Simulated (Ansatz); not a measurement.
```xyz
6
Lattice="6.4155 0.0000 0.0000 -3.2078 5.5560 0.0000 0.0000 0.0000 2.8563" Properties=species:S:1:pos:R:3 pbc="T T T"
Al    3.2078    1.8520    0.0000
Al   -1.3664    2.9152    1.4282
Al    1.3663    2.9152    1.4282
Al    0.0000    5.2817    1.4282
N     0.0000    3.7040    0.0000
F     0.0000    0.0000    0.0000
```

Space group P-6m2; a structure generated by program, which may or may not match a known phase.

Method: Ansatz 0.2.0, DFT PBE, scalar-relativistic, plane waves, PAW.

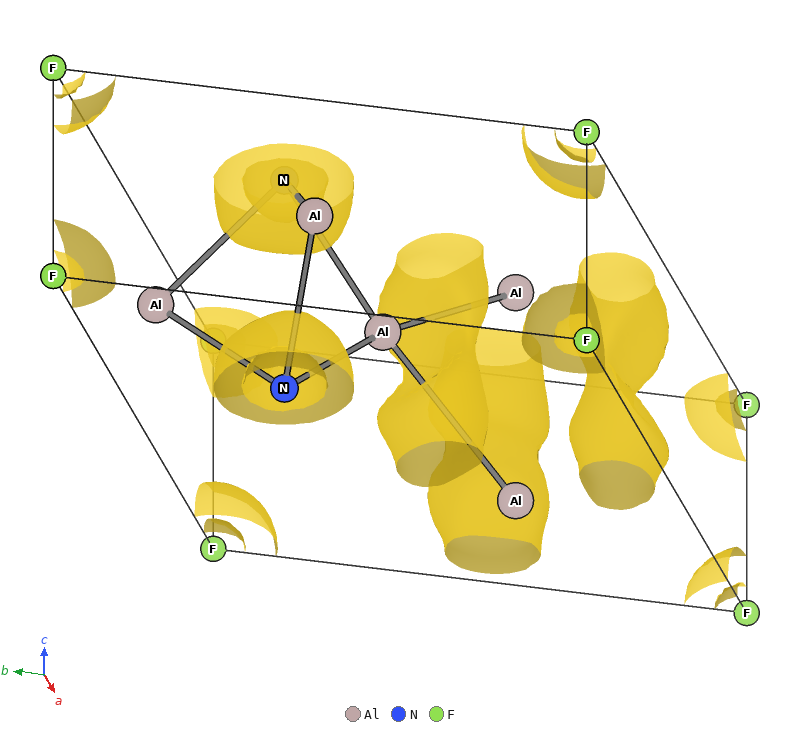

Al₄NF. Isosurface of the electron localisation function at 0.75 (yellow), seen at an oblique angle. Core shells and regions of very low density are left out. Sticks mark near contacts.

In a PAW calculation such maps are meaningful between the atoms, not at the nuclei.

Q: Identify the bonds, lone pairs and shells in this picture.

A: The ELF exceeds this value in one region wrapped around F (its valence shell), one region wrapped around N (its valence shell) and channels that run through the cell in one direction, counted in one cell of 6 atoms. Any copies at cell faces, edges or corners count once. Profiles from the grid: Al–N (2.13 Å): the ELF peaks at about 0.85 in the valence shell of N, 0.7 Å from its nucleus, and is about 0.70 at the midpoint. Al–Al (2.56 Å): the ELF peaks at about 0.90 between the atoms.
